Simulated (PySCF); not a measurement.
## Electronic structure of C₄H₉ClOSi in real space

Input file:

```
{"job": {"kind": "uv", "xc": "wB97X-D", "basis": "def2-SVPD", "nstates": 8, "ntriplets": 3}, "charge": 0, "multiplicity": 1}
Cl     2.789294    -1.739970     0.404065
C      2.112593    -0.111850     0.226437
C      0.684672    -0.067849     0.755764
C     -0.287450    -0.932932    -0.054475
C     -1.690496    -0.367620     0.164546
Si    -1.326852     1.493049     0.364731
O      0.260619     1.275009     0.706017
H      2.745430     0.575560     0.787841
H      2.136741     0.147595    -0.832600
H      0.681331    -0.387318     1.807105
H     -0.203482    -1.979130     0.239510
H     -0.022602    -0.849471    -1.110802
H     -2.351155    -0.636062    -0.655471
H     -2.122694    -0.780716     1.076277
H     -1.427768     2.265552    -0.868087
H     -1.985780     2.105096     1.512698
```

Run with:

```sh
OMP_NUM_THREADS=1 python probes_run.py task.json out
```

Geometry: GFN2-xTB.

These are results of PySCF 2.14.0, wB97X-D/def2-SVPD, SCF density, gas phase, not measurements.

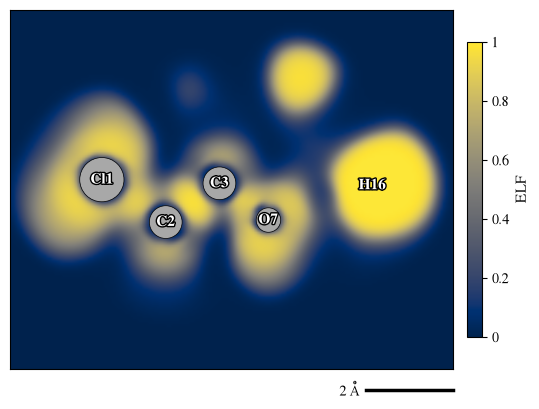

Figure 1. Electron localisation function on the plane of atoms C2, C3 and O7. Grey discs cover the atomic cores.

### What do the fields say about this system?

- The section cuts through Cl, C, O and H sites.
- C–O (1.41 Å): the ELF peaks at about 0.90 between the atoms; a polar covalent bond.
- C–C (1.52 Å): the ELF peaks at about 0.95 between the atoms: localised, covalent bonding.
- C–Cl (1.77 Å): the ELF peaks at about 0.90 between the atoms; localised, covalent bonding.
- The ELF also peaks beside O7 and Cl1, away from the bonds: lone-pair regions.

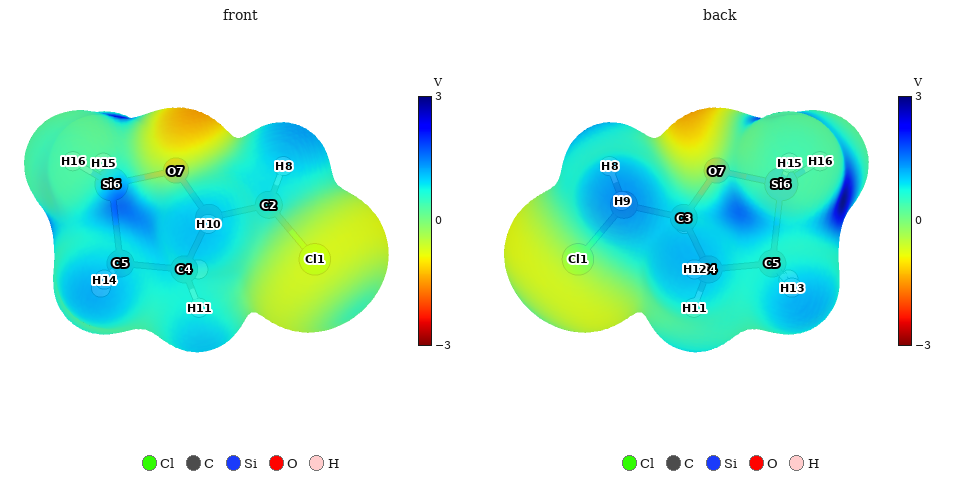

Figure 2. The molecular electrostatic potential painted on the density surface at 0.004 e/bohr³, seen from the front and from behind; red is negative and blue positive.

### Describe the electrostatic potential map.

The most negative region (about −1.4 V, or −32 kcal/mol for a unit charge) lies over O7, the most positive (about +2.5 V, or +58 kcal/mol for a unit charge) over Si6. Cl1 shows a σ-hole: about +0.5 V, or +12 kcal/mol for a unit charge at the tip opposite its bond, against about −0.6 V, or −14 kcal/mol for a unit charge on its flanks. O7 is the likeliest acceptor of a hydrogen bond.

### How polar is the molecule by this calculation?

Its dipole moment is 1.88 D.
